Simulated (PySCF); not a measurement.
# C₄H₉FSeSi: electronic excitations

Aim: predict the electronic excitations of C₄H₉FSeSi (`FC[SiH2][C@@H]1CC[Se]1`).

Computed with PySCF 2.14.0, with density-fitted response routines of our own, on a single molecule in the gas phase. Atoms count from 0, in the outputs and in this text.

## Step 1: Starting geometry

16 atoms, charge 0, multiplicity 1; geometry from: GFN2-xTB.

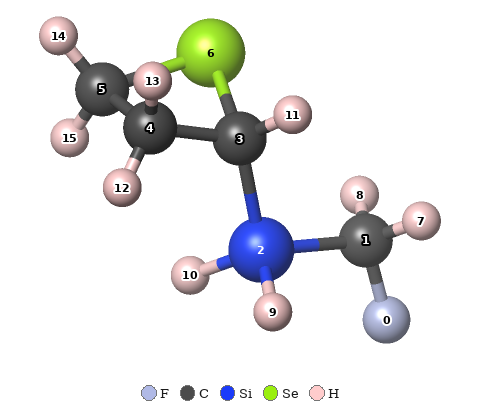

As it starts; fluorine light blue, carbon dark grey, silicon blue, selenium green, hydrogen pink, atoms numbered.

## Step 2: TDDFT and polarisability: B3LYP/def2-SVPD

Job settings and geometry (Å):

```
{"job": {"kind": "uv", "xc": "B3LYP", "basis": "def2-SVPD", "nstates": 8, "ntriplets": 3}, "charge": 0, "multiplicity": 1}
F      3.549901     0.714668    -0.644107
C      2.536186     0.689904     0.291369
Si     1.057268    -0.324820    -0.377199
C     -0.265306    -0.337583     0.991687
C     -1.633768    -0.876590     0.564191
C     -2.303234     0.445261     0.203853
Se    -1.011453     1.507111     1.268867
H      2.968959     0.263460     1.200373
H      2.271913     1.731993     0.492670
H      1.469206    -1.706680    -0.645142
H      0.534465     0.321347    -1.582582
H      0.096596    -0.750869     1.933682
H     -1.593113    -1.593429    -0.257633
H     -2.145628    -1.347197     1.404545
H     -3.334711     0.565703     0.527744
H     -2.204878     0.706666    -0.848761
```

Level: TDDFT B3LYP/def2-SVPD, vertical, gas phase, core orbitals frozen in the response.

On the command line:

```sh
$ OMP_NUM_THREADS=1 python probes_run.py task.json out
```

One launch serves the whole session: the jobs run in the order shown.

What will the session give for the following? lowest singlet (B3LYP/def2-SVPD); brightest single state of those computed; lowest triplet. Wanted: lowest singlet; brightest single state of those computed; lowest triplet.

**Answer**, as computed:

| quantity | value |
| --- | --- |
| lowest singlet (B3LYP/def2-SVPD) | 3.57 eV (348 nm), f = 0.001 |
| brightest single state of those computed | state 6, 5.99 eV, f = 0.056 |
| lowest triplet | 3.12 eV |

What this shows: The first singlet state (HOMO→LUMO 0.99) lies at 3.57 eV and is dark; of the 8 states computed, the strongest absorption comes from state 6 at 5.99 eV. The lowest triplet lies 0.44 eV below the lowest singlet (triplets in Tamm-Dancoff, singlets in full TDDFT).
